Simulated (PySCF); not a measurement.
Breaking a bond: H3FSi, SMILES [SiH3]F, singlet. The Si1–F5 bond (Si1 also carries H, H, H; F5 carries nothing else) is varied alone, starting from the PBE0/def2-TZVP optimised geometry.

```
5

Si     0.0000     0.0000     0.0000
H      1.2180    -0.7032    -0.4663
H     -1.2181    -0.7033    -0.4660
H      0.0000     1.4066    -0.4658
F      0.0000     0.0000     1.6000
```

- RKS-PBE0 = PySCF with restricted PBE0/6-31G
- UKS-BLYP = PySCF with unrestricted BLYP/6-31G
- RHF/LANL2DZ = restricted Hartree-Fock/LANL2DZ, with its core potentials past Ne run with PySCF
- UHF/3-21G = PySCF with unrestricted Hartree-Fock/3-21G
- NEVPT2 = SC-NEVPT2 on CASSCF(2,2)/6-31G, all electrons correlated in PySCF

Energies are in kJ/mol, each relative to the lowest point of its own curve near equilibrium.

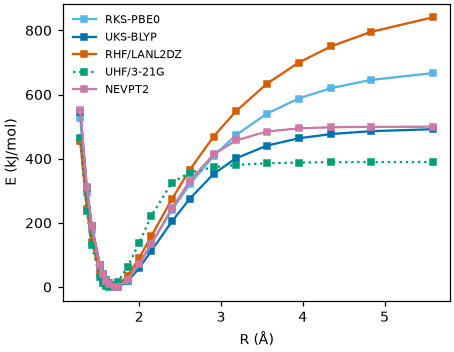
Figure. Energy against bond length for each method.

| R / Å | RKS-PBE0 | UKS-BLYP | RHF/LANL2DZ | UHF/3-21G | NEVPT2 |
|---|---|---|---|---|---|
| 1.28 | 525.8 | 545.6 | 454.0 | 465.9 | 550.8 |
| 1.36 | 292.8 | 309.0 | 244.4 | 238.1 | 311.1 |
| 1.42 | 176.8 | 190.4 | 141.8 | 129.7 | 190.8 |
| 1.52 | 61.0 | 69.9 | 42.7 | 31.1 | 68.8 |
| 1.56 | 34.6 | 41.6 | 21.3 | 12.4 | 40.2 |
| 1.60 | 16.6 | 21.7 | 7.8 | 2.6 | 20.4 |
| 1.63 | 7.9 | 11.5 | 2.0 | 0.0 | 10.3 |
| 1.70 | 0.0 | 0.2 | 0.0 | 6.6 | 0.0 |
| 1.74 | 1.8 | 0.0 | 4.6 | 16.5 | 0.7 |
| 1.86 | 25.8 | 17.9 | 35.6 | 64.1 | 22.6 |
| 2.00 | 74.5 | 59.2 | 90.9 | 137.8 | 71.1 |
| 2.15 | 136.3 | 113.3 | 159.4 | 223.0 | 135.0 |
| 2.40 | 239.9 | 204.6 | 274.3 | 325.3 | 245.6 |
| 2.62 | 321.0 | 276.0 | 366.3 | 357.0 | 331.6 |
| 2.91 | 408.9 | 352.7 | 469.3 | 373.7 | 413.4 |
| 3.18 | 473.1 | 400.9 | 547.4 | 380.7 | 457.0 |
| 3.56 | 540.3 | 440.8 | 633.6 | 385.8 | 484.8 |
| 3.95 | 587.9 | 463.8 | 699.9 | 388.3 | 494.8 |
| 4.35 | 620.6 | 477.2 | 750.8 | 389.4 | 498.3 |
| 4.83 | 645.6 | 486.0 | 795.1 | 389.8 | 499.6 |
| 5.59 | 667.1 | 492.1 | 840.9 | 389.9 | 500.0 |

At the longest distance, 5.59 Å, RHF/LANL2DZ lies highest above its minimum (840.9 kJ/mol) and UHF/3-21G lowest (389.9 kJ/mol).

At the longest distance RKS-PBE0, UKS-BLYP leaves fractional charges on the fragments, a sign of delocalisation error or of the restricted form. The restricted form behind RKS-PBE0, RHF/LANL2DZ keeps the bonding electrons paired and can't separate into open-shell fragments. The unrestricted determinant behind UKS-BLYP is spin-contaminated at 2.91 to 5.59 Å (<S²> up to 0.8, against 0.00 for a pure singlet). The unrestricted determinant behind UHF/3-21G is spin-contaminated at 2.40 to 5.59 Å (<S²> up to 1.0, against 0.00 for a pure singlet).
